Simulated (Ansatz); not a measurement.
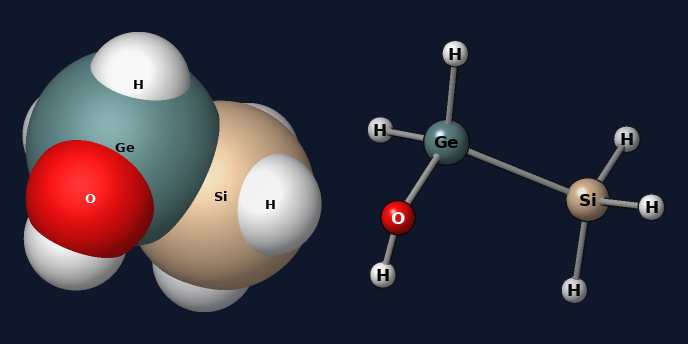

Both panels show the same species.

Computed geometry: PBE0-D4/def2-TZVP optimisation.

> Count the atoms of each element.

GeH6OSi, 9 atoms: 1 germanium, 6 hydrogen, 1 oxygen and 1 silicon.

> Give the symmetry (Schoenflies symbol).

C1.

> How many atoms are distinct by symmetry?

9: 1 O, 1 Ge, 1 Si, 1 H, 1 H, 1 H, 1 H, 1 H, 1 H.

The parts below concern this one geometry. Atoms keep their numbers from picture to picture.

### Levels of theory compared

Program: Ansatz 0.2.0.

Tabulate HOMO–LUMO gap (eV) at these levels: BHLYP-D4/def2-TZVPP; PBE0-D4/def2-QZVPP; PBE0-D4/def2-SVP; PBE0-D4/def2-TZVPP; r2SCAN0-D4/def2-TZVPP; ωB97M-V/def2-QZVPP; ωB97M-V/def2-SVP.

```tsv
level	HOMO–LUMO gap (eV)
BHLYP-D4/def2-TZVPP	9.41
PBE0-D4/def2-QZVPP	7.28
PBE0-D4/def2-SVP	7.54
PBE0-D4/def2-TZVPP	7.40
r2SCAN0-D4/def2-TZVPP	7.76
ωB97M-V/def2-QZVPP	10.99
ωB97M-V/def2-SVP	11.51
```

### Vibrations

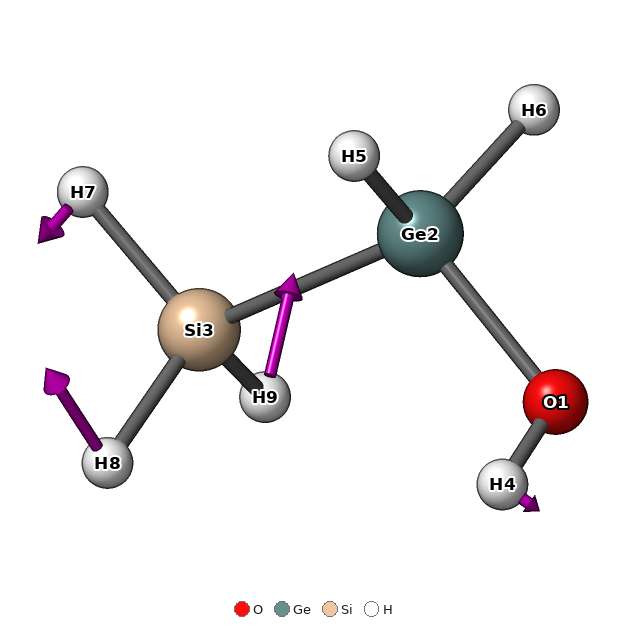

The arrows show one normal mode. Harmonic vibrations computed with RKS PBE0-D4/def2-TZVP (Ansatz 0.2.0) at a stationary point of the same level.

> Describe the motion.

Mostly H–Si–H bending.

> Estimate its harmonic wavenumber.

939 cm⁻¹; it is mode 14 of 21 counted from the lowest.

### Dipole moment

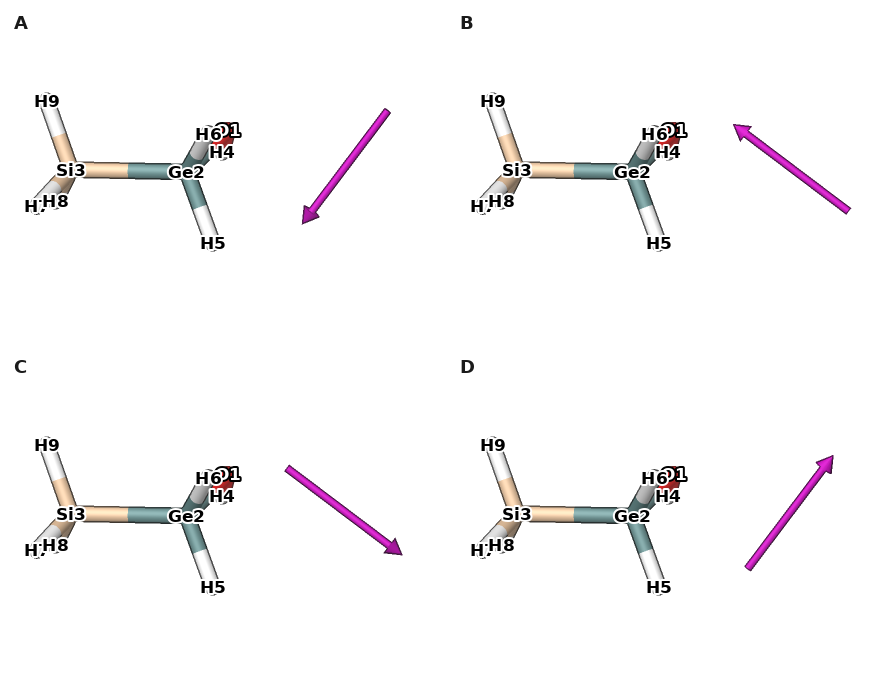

The same molecule four times, each with an arrow. Method: RKS PBE0-D4/def2-TZVP (Ansatz 0.2.0).

> Which arrow points along the dipole moment, from the negative to the positive end?

A. The dipole moment is 1.49 D; it points from the side of H6 to the side of H7, H8 (the outermost atoms at the two ends).
